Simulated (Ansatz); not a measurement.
# Is the response still linear at 0.4 V/Å? Ag(110), 7 layers

The dipole of a slab grows in proportion to a weak field along its normal. Does the weak-field slope carry to a strong field?

Set-up. Ansatz 0.2.0, plane waves with PAW datasets (its set soft_2), PBE; atoms held at bulk places, 18 Å of vacuum, dipole correction, cell area 11.83 Å², 12×18 k-points, smearing 0.1 eV. Without field the slab has no gap over 0.05 eV.

| run | field (V/Å) | dipole (e·Å) |
| --- | --- | --- |
| run 1 | −0.10 | −0.07537 |
| run 2 | −0.05 | −0.03768 |
| run 3 | 0.00 | 0.00000 |
| run 4 | 0.05 | 0.03768 |
| run 5 | 0.10 | 0.07537 |
| run 6 | 0.40 | ? |

Q: Estimate the withheld value from the rows shown.

A least-squares line through the 5 rows shown has slope 0.753680 and intercept 0.000000; no row lies more than 0.00001 e·Å off it. A perfect conductor with that slope would be 180.95 × 0.75368 / 11.83 = 11.53 Å thick. At 0.40 it gives 0.753680 × 0.40 + 0.000000 = 0.30147 e·Å, beyond the rows fitted. Rounding and scatter of the rows alone allow about ±0.00002 e·Å there.

The run itself gives 0.30180 e·Å: a miss of +0.00033 e·Å. That is under 1 % of the induced dipole, so the response is still linear.

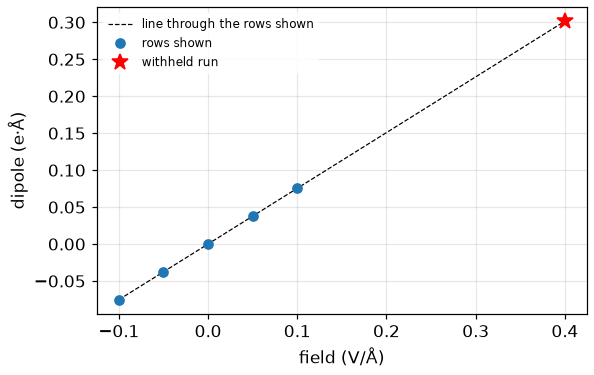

The fit and the withheld run.

Caveats: Ions are held, so this is the electronic response. Of the series that stay linear within 1 %, this collection keeps about one in seven, and it keeps all that bend.
